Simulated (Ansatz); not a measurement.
## Electronic structure of BrF2H3O2Zr in real space

Input

```
crystal:
  periodic: [false, false, false]
  atoms:
    - { symbol: Zr, position_ang: [-0.177224, -0.004275, -0.052466] }
    - { symbol: O, position_ang: [-0.222075, -0.128964, 1.974427] }
    - { symbol: H, position_ang: [-0.764412, 0.206875, 2.706088] }
    - { symbol: F, position_ang: [1.595659, 0.39075, -0.669602] }
    - { symbol: O, position_ang: [-1.323566, 1.429638, -0.592795] }
    - { symbol: H, position_ang: [-1.888938, 2.117514, -0.970621] }
    - { symbol: F, position_ang: [-0.87304, -1.599401, -0.858423] }
    - { symbol: Br, position_ang: [1.956415, -2.839663, 1.564556] }
    - { symbol: H, position_ang: [1.12698, -1.833775, 2.324835] }
basis:
  gaussian: { orbitals: def2-SVP }
hamiltonian:
  xc: pbe
relax:
  f_tol: 0.03
  max_steps: 50
output:
  orbitals: {}
```

Launched as:

```sh
ansatz run input.yaml --threads 4 --pin off --max-ram 5120MiB --backend cpu --events-out ev --progress --plain --runs-dir out
```

The fields are those of the run's last geometry, not of the input's.

Core potentials replace the inner electrons of Zr.

Method: Ansatz 0.2.0, RKS PBE/def2-SVP.

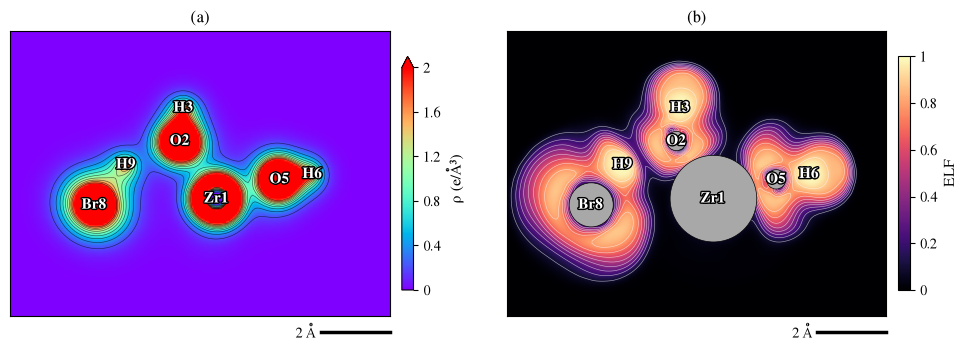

Figure 1. (a) electron density; (b) electron localisation function on the plane of atoms O2, Zr1 and Br8. Grey discs cover the atomic cores in the ELF map.

Describe what can be read from this map.

Answer. The section cuts through Zr, O, H and Br sites. Zr–O (1.91 Å): ρ at the midpoint is about 0.91 e/Å³; the ELF peaks at about 0.80 in the valence shell of O, 0.5 Å from its nucleus, and drops to about 0.20 between the two atoms. Zr–Br (3.56 Å): the density is about 0.06 e/Å³ at the midpoint, with its minimum of 0.05 e/Å³ about 1.6 Å from Zr; the ELF peaks at about 0.70 in the valence shell of Br, 1.0 Å from its nucleus, and drops to about 0 between the two atoms. O–H (0.97 Å): ρ at the midpoint is about 3.6 e/Å³; the ELF climbs to about 1 towards the hydrogen, as it does in any bond to H (a covalent bond by its length). Zr–O (1.99 Å): ρ at the midpoint is about 0.79 e/Å³; the ELF peaks at about 0.90 in the valence shell of O, 0.6 Å from its nucleus, and drops to about 0.20 between the two atoms. Br–H (1.48 Å): the density is about 1.5 e/Å³ at the midpoint; the ELF climbs to about 1 towards the hydrogen.

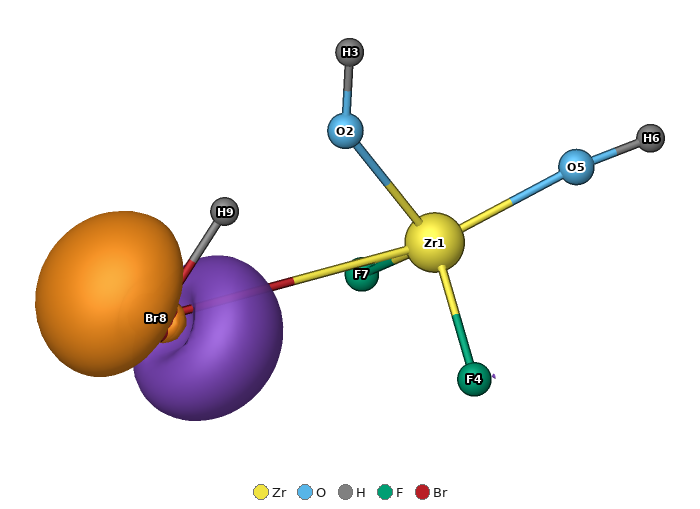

Figure 2. The HOMO−1 at ±0.2 Å⁻³ᐟ² (orange and purple are the two phases), seen at a tilt.

What is the character of this orbital?

Answer. By Hirshfeld shares it lies mainly on Br8 (about 90 %); largely a lone pair of Br8. Its energy is −6.94 eV.
